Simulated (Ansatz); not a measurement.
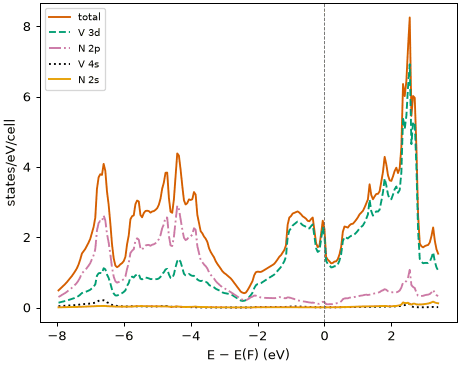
Total and projected density of states of VN (NiAs type, P6_3/mmc), the program Ansatz at the PBEsol level (PAW)

Q: Which orbitals carry the states next to the Fermi level?

A: Within 0.5 eV of the Fermi level: V 3d 91 %, N 2p 7 %. Projections are on Löwdin-orthogonalised atomic valence shells; empty p or d shells of many metals are not among them.

Q: Where is the tallest occupied peak in this window, and what makes it?

A: Near -4.4 eV, about 4.4 states/eV per cell; the largest projected share is N 2p.

The first step of the workflow began from a Materials Project structure, measured or hypothetical; the Crystallography Open Database copy checked does not list it. It is not the phase usual at ambient conditions (space group No. 225). Symmetry was held in the PBEsol relaxation; its stability against distortions is not shown here. No spin polarisation was allowed.

Potentials: the later of the program's two PAW sets.
